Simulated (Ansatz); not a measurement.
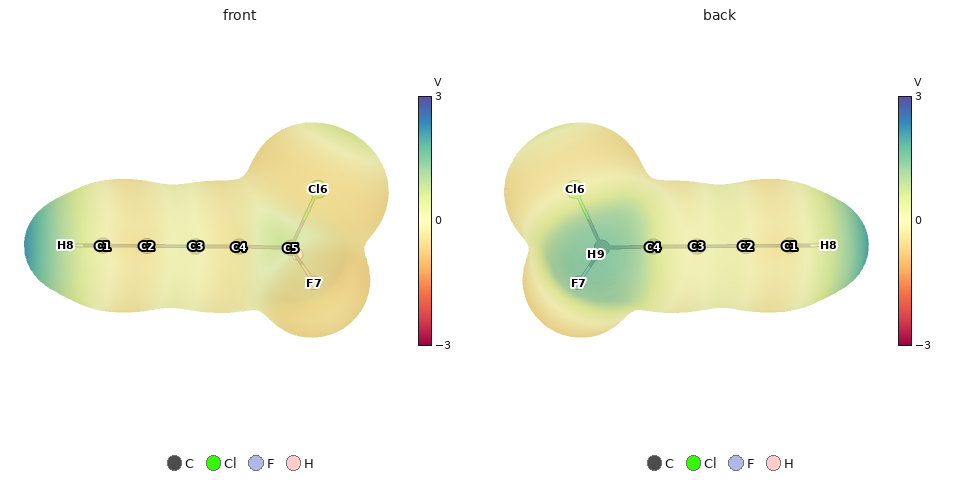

The picture shows: C5H2ClF (SMILES C#CC#C[C@H](F)Cl). The molecular electrostatic potential painted on the density surface at 0.002 e/bohr³, seen from the front and from behind; the colour scale runs from red (negative) to blue (positive).

Geometry: PBE-D3(BJ)/def2-SVP.

These are results of isolated molecule in a Gaussian basis; Kohn-Sham density functional theory, functional PBE0 (Ansatz 0.2.0), not measurements.

```xyz
9

C    -4.7742   -0.9702    0.8304
C    -3.6001   -0.6622    0.6279
C    -2.2967   -0.3230    0.4038
C    -1.1223   -0.0087    0.2029
C     0.2622    0.3306   -0.0708
Cl    0.5723    2.0659    0.3732
F     1.1246   -0.4751    0.6224
H    -5.8062   -1.2396    1.0085
H     0.4991    0.2544   -1.1537
```

Q: Where is the surface potential most negative and most positive?

A: The most negative region (about −0.7 V, or −16 kcal/mol for a unit charge) lies over F7, the most positive (about +2.1 V, or +48 kcal/mol for a unit charge) over H8. Cl6 shows a σ-hole: about +0.6 V, or +14 kcal/mol for a unit charge at the tip opposite its bond, against about −0.4 V, or −9 kcal/mol for a unit charge on its flanks.
